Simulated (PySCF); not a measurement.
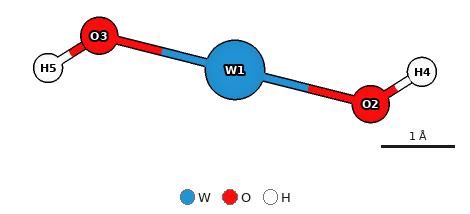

**Figure 1.** The input geometry (ball-and-stick view, seen at an oblique angle; atoms are numbered from 1 in the order of the input). Sticks mark near contacts.

## Run report: WH₂O₂, frequency calculation

System: WH₂O₂, multiplicity 5.
Method: UKS-based PBE0, W def2-TZVP with ECP60, O def2-TZVP, H def2-TZVP; non-relativistic Hamiltonian with a scalar-relativistic core potential; density fitting (PySCF 2.14.0).

The program's output:
```
init E= -218.625783764117
  alpha nocc = 18  HOMO = -0.181520281578532  LUMO = 0.00373832305600831
  beta  nocc = 14  HOMO = -0.324487620092697  LUMO = -0.0865095601573103
  HOMO = -0.181520281579  LUMO = -0.0865095601573  gap/eV = 2.58537
cycle= 1 E= -218.625783764117  delta_E= -2.84e-13  |g|= 1.8e-06  |ddm|= 4.14e-06
  alpha nocc = 18  HOMO = -0.181519301696017  LUMO = 0.00373927660390045
  beta  nocc = 14  HOMO = -0.324486905620324  LUMO = -0.0865089929118099
  HOMO = -0.181519301696  LUMO = -0.0865089929118  gap/eV = 2.58536
Extra cycle  E= -218.625783764117  delta_E=    0  |g|= 1.91e-06  |ddm|= 4.17e-06
converged SCF energy = -218.625783764117  <S^2> = 6.0193702  2S+1 = 5.0077421
```

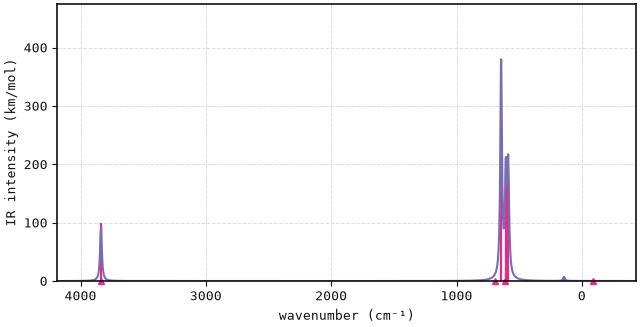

**Figure 2.** Harmonic infrared spectrum, unscaled: sticks (degenerate modes added up, dark ones marked on the axis) with a Lorentzian envelope of 16 cm⁻¹ full width, scaled to the tallest stick; imaginary modes are drawn at negative wavenumbers. 9 modes from 88i to 3838 cm⁻¹, 1 imaginary beyond 8i (88i cm⁻¹): not a clean minimum; so soft a mode can be a shallow saddle, an incomplete relaxation or noise of the force constants. The strongest line is at 644 cm⁻¹ (380 km/mol). All modes, in cm⁻¹ (km/mol): 88i (0.3), 143 (7.7), 587 (187), 606 (190), 617 (0.0), 644 (380), 692 (0.0), 3837 (100), 3838 (0.0).

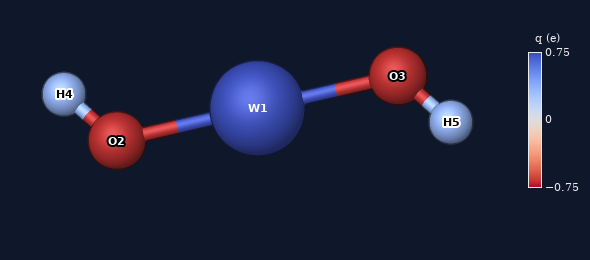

**Figure 3.** Mulliken charges, as the colour of each atom (ball-and-stick view, seen at a tilt; atoms are numbered from 1 in the order of the input; Mulliken charges depend strongly on the basis). By element: W +0.72, O −0.68 and H +0.32 e.

This output came from the following input.

The input:
```python
from pyscf import gto, scf, dft
mol = gto.M(atom='''
W      0.000000     0.000000     0.000000
O      0.030024     0.000000     1.929461
O     -0.030024     0.000000    -1.929461
H     -0.730206     0.000000     2.517891
H      0.730206     0.000000    -2.517891''',
    basis={'W': 'def2-TZVP', 'O': 'def2-TZVP', 'H': 'def2-TZVP'},
    ecp={'W': 'def2-TZVP'},
    charge=0, spin=4)
mf = dft.UKS(mol, xc='PBE0')
mf.grids.atom_grid = (75, 302)
aux = {'W': 'def2-universal-JKFIT', 'O': 'def2-universal-JKFIT', 'H': 'def2-universal-JKFIT'}
mf = mf.density_fit(auxbasis=aux)
mf.conv_tol = 1e-09
mf.diis_space = 10
mf.max_cycle = 60
mf.verbose = 4
mf.kernel()
```

The script is an equivalent of the set-up of the self-consistent field. The run itself was carried out by a driver, which started from the orbitals of the step before it where there was one and computed the further properties.

Launched with:
```bash
OMP_NUM_THREADS=4 python axn.py task.json out
```

Key numbers:

| quantity | value |
| --- | --- |
| outcome | converged |
| total energy | −218.625784 hartree |
| ⟨S²⟩ | 6.019 |
| zero-point energy | 0.024976 hartree |
| dipole moment | 0.00 D |
| wavenumbers, lowest and highest | 88i and 3838 cm⁻¹ |
| hardware | 4 threads of Intel Xeon @ 2.50GHz (Skylake/Cascade Lake), 32 GiB of memory available, shared host |
| wall time | 93 s (CPU time 5.2 min) |
| peak memory | 1.4 GiB |
